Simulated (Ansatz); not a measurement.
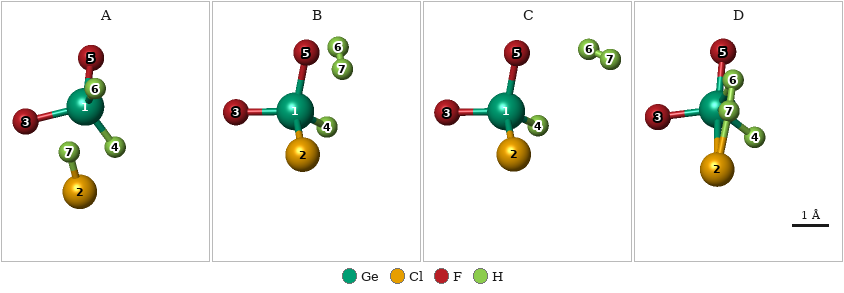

4 geometries from a converged minimum-energy path of GeH3ClF2, made up at the start of GeHClF2 and H$_{2}$, shuffled. The picture is a ball-and-stick view, seen from a free direction.

The calculation used Ansatz 0.2.0, RKS PBE0-D4/def2-SVP. Run with 7 movable images; climbing image; force threshold 0.03 eV/Å; iteration limit 60; starting path through a guess of the saddle point.

### Which frame is the transition state?

D. In order along the path, whose images run from 0 to 8: C (image 1, 0.00 eV), B (image 2, +0.04 eV), D (image 4, +2.01 eV), A (image 6, +0.48 eV). Breaking: Ge1–Cl2 (2.12 → 2.47 at the top → 3.43 Å), H6–H7 (0.76 → 0.95 at the top → 3.24 Å). Forming: Cl2–H7 (3.57 → 1.67 at the top → 1.30 Å), Ge1–H6 (3.19 → 1.76 at the top → 1.52 Å).

Limits of the set-up: the start holds two separate molecules, 2.7 Å apart at their closest, whose relative position is a soft coordinate.

The run took 7.3 min on 2 threads of Arm Neoverse V1 (shared host), peak memory 0.23 GiB.
